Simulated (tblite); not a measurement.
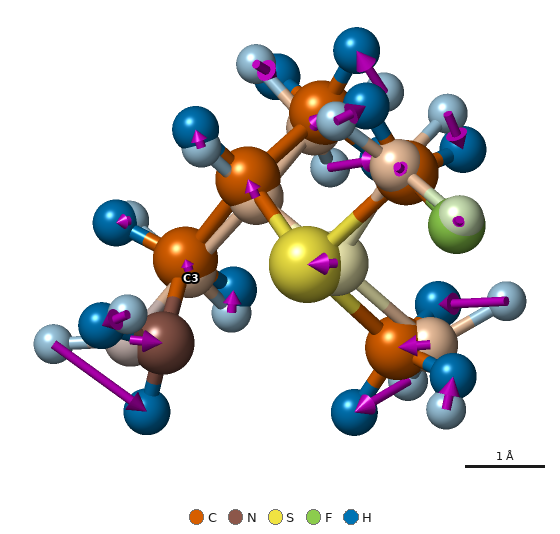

This is a relaxation of C₅H₁₃FNS (charge +1). The starting structure is drawn faded, the final one solid; purple arrows show the displacements, at their true length. The two geometries are superimposed by the best rigid fit.

The picture is a ball-and-stick view, seen at a tilt.

Method: GFN2-xTB geometry optimisation, gas phase (tblite 0.8.0). 

### Atoms of which element are displaced furthest, and by how much?

Hydrogen: up to 1.48 Å, against 0.42 Å for nitrogen.

### What happened in the run?

Over 132 geometry steps the energy falls by 134.6 kJ/mol. The largest move after the best rigid fit is that of an H atom, 1.48 Å. By element the largest moves are H 1.48 Å, N 0.42 Å, C 0.42 Å, S 0.41 Å, F 0.13 Å. Near-neighbour distances that change, for instance: N–S 3.010 → 2.411 Å, C–S 1.763 → 1.869 Å, C–S 1.788 → 1.861 Å, C–S 1.747 → 1.805 Å. Bond angles that change, for instance: C–S–C 109.9° → 96.7°, C–C–S 112.6° → 100.8°, C–S–C 114.9° → 105.2°. Groups turn about C–N by about 60°, C–S by about 40°, C–C by about 35°. Cost: 1 s on 1 thread of Arm Neoverse V1, on a shared host.
